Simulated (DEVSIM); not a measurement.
Structure: In0.49Ga0.51P/GaAs n-p heterojunction, at 300 K.

```csv
layer (left to right),material,thickness (μm),Nd (cm⁻³),Na (cm⁻³),τn (s),τp (s)
1,In0.49Ga0.51P,0.0220,3.4e16,-,6.6e-10,6.6e-10
2,GaAs,1.10,-,2.2e16,6.6e-10,6.6e-10
```

Left contact: ohmic. Right contact: ohmic. Voltage is applied to the left contact. Recombination: SRH at mid-gap, radiative. Mobility is μmin + (μ − μmin)/(1 + (N/Nref)^α).

This is a model device: material constants are rounded textbook-type values typed into the input, and sizes, dopings and lifetimes were drawn at random. Values at 300 K.

```
parameter      In0.49Ga0.51P    GaAs
-------------  -------------  ------
gap (eV)                1.89   1.424
affinity (eV)              4    4.07
permittivity            11.8    12.9
Nc (cm⁻³)               9e17  4.7e17
Nv (cm⁻³)             1.3e19    9e18
μn (cm²/Vs)             1500    8500
μp (cm²/Vs)               80     400
μn,min                   400     500
μp,min                    15      20
Nref,n                  2e16    6e16
Nref,p                1.5e17  1.5e17
αn                       0.7    0.39
αp                       0.8    0.38
B (cm³/s)              1e-10   2e-10
```

Simulated with DEVSIM: 1D drift-diffusion, Boltzmann statistics, complete ionisation; no tunnelling, impact ionisation, image-force lowering or self-heating. Band offsets follow the typed affinities; no thermionic-emission limit at abrupt steps, no polarisation charge.

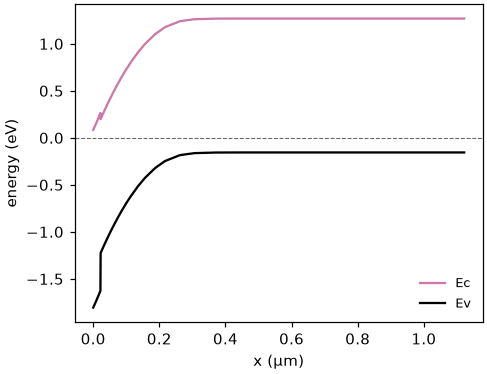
Figure: Band edges at zero bias

Energies count from the Fermi level of the right contact; mesh points crowd at the junctions.

| x (μm) | Ec (eV) | Ev (eV) | n (cm⁻³) | p (cm⁻³) | field (V/cm) |
|---|---|---|---|---|---|
| 0.000 | 0.085 | -1.805 | 3.4e16 | < 1e2 | 78000 |
| 0.002986 | 0.108 | -1.782 | 1.4e16 | < 1e2 | 79000 |
| 0.007344 | 0.143 | -1.747 | 3.6e15 | < 1e2 | 80000 |
| 0.01229 | 0.183 | -1.707 | 7.6e14 | < 1e2 | 83000 |
| 0.01845 | 0.235 | -1.655 | 1.0e14 | < 1e2 | 86000 |
| 0.02178 | 0.264 | -1.626 | 3.3e13 | < 1e2 | 88000 |
| 0.02472 | 0.218 | -1.206 | 1.0e14 | < 1e2 | 80000 |
| 0.03281 | 0.281 | -1.143 | 8.9e12 | < 1e2 | 77000 |
| 0.04475 | 0.371 | -1.053 | 2.8e11 | < 1e2 | 73000 |
| 0.06384 | 0.505 | -0.919 | 1.5e9 | 3300 | 67000 |
| 0.09941 | 0.726 | -0.698 | 300000 | 1.7e7 | 56000 |
| 0.1875 | 1.104 | -0.320 | < 1e2 | 3.8e13 | 29000 |
| 0.3055 | 1.261 | -0.163 | < 1e2 | 1.7e16 | 2500 |
| 0.5251 | 1.268 | -0.155 | < 1e2 | 2.2e16 | ≈ 0 |
| 0.8244 | 1.268 | -0.155 | < 1e2 | 2.2e16 | ≈ 0 |
| 0.9481 | 1.268 | -0.155 | < 1e2 | 2.2e16 | ≈ 0 |
| 1.025 | 1.268 | -0.155 | < 1e2 | 2.2e16 | ≈ 0 |
| 1.067 | 1.268 | -0.155 | < 1e2 | 2.2e16 | ≈ 0 |
| 1.098 | 1.268 | -0.155 | < 1e2 | 2.2e16 | ≈ 0 |
| 1.110 | 1.268 | -0.155 | < 1e2 | 2.2e16 | ≈ 0 |
| 1.117 | 1.268 | -0.155 | < 1e2 | 2.2e16 | ≈ 0 |
| 1.122 | 1.268 | -0.155 | < 1e2 | 2.2e16 | ≈ 0 |
